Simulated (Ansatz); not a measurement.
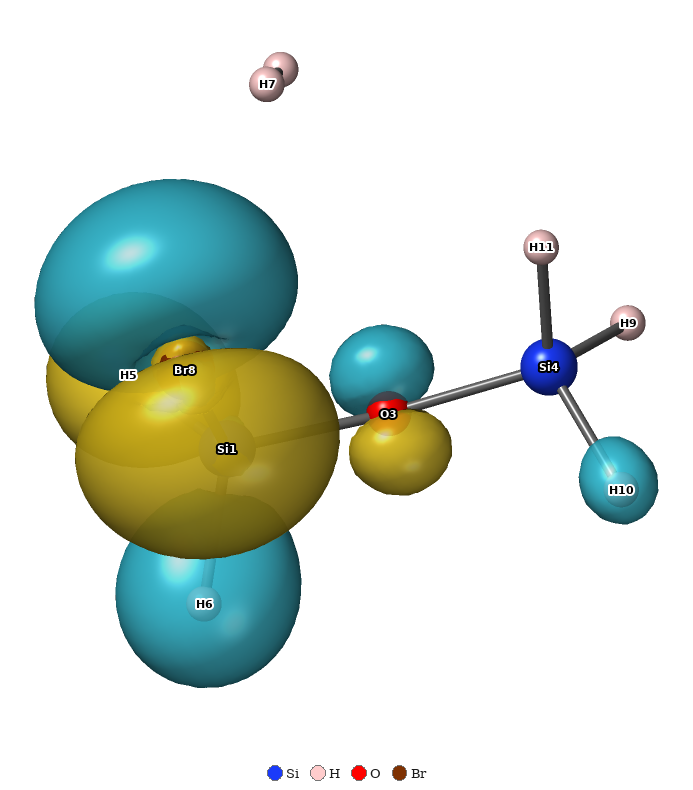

BrH5OSi2···H2. The HOMO at ±0.1 Å⁻³ᐟ² (yellow and cyan are the two phases), seen across its widest extent.

The product side of a reaction path; geometry: PBE0-D4/def2-TZVP.

Theory: RKS PBE0-D4/def2-TZVPP in Ansatz 0.2.0.

Input file:

```
crystal:
  periodic: [false, false, false]
  atoms:
    - {symbol: Si, position_ang: [0.141651, -1.561100, 0.456098]}
    - {symbol: H, position_ang: [1.667495, 1.558347, 1.628782]}
    - {symbol: O, position_ang: [-0.788687, -0.275125, 0.143182]}
    - {symbol: Si, position_ang: [-1.162445, 0.947863, -0.888665]}
    - {symbol: H, position_ang: [0.626406, -1.493428, 1.849466]}
    - {symbol: H, position_ang: [-0.604418, -2.808497, 0.185870]}
    - {symbol: H, position_ang: [2.045226, 1.260890, 1.057260]}
    - {symbol: Br, position_ang: [1.921724, -1.564121, -0.874605]}
    - {symbol: H, position_ang: [-1.999195, 1.917416, -0.142920]}
    - {symbol: H, position_ang: [-1.923678, 0.410820, -2.044520]}
    - {symbol: H, position_ang: [0.075819, 1.607135, -1.370049]}
basis:
  gaussian: {orbitals: def2-TZVPP}
hamiltonian: {xc: pbe0, dispersion: d4}
output: {orbitals: {seedname: orbitals}}
```

Command:

```sh
ansatz run in.yaml --threads 8 --pin off --events-out ev --progress --plain --max-ram 19148MiB
```

### What is the character of this orbital?

By Hirshfeld shares it lies mainly on Br8 (about 65 %), Si1 (about 10 %), H6 (about 10 %) and H5 (about 5 %); largely a lone pair of Br8. Its energy is −8.43 eV.
